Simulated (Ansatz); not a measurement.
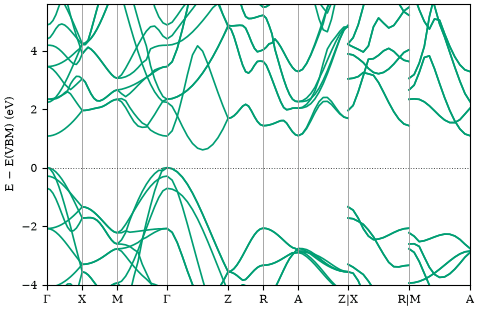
Fig. 1. Band structure from PBEsol (plane waves, PAW; program Ansatz)

Problem. Read off the gap and where the band edges lie.

Solution. About 0.6 eV (0.61 eV by a search for the band edges); maximum at Γ, minimum on the Γ–Z line, 59 % of the way from Γ.

The material is BAs in space group P4_2/mnm (No. 136; B on 4g, As on 4f).

The start of the workflow was typed in or built on a structure type; neither database checked (COD, Materials Project) lists it. It is not the phase usual at ambient conditions (space group No. 216). The cell was relaxed with PBEsol under the symmetry of its start; phonons on a q-mesh show no instability. Scalar-relativistic: spin–orbit coupling is off unless named, which matters more the heavier the elements.

Potentials: the later of the program's two PAW sets.
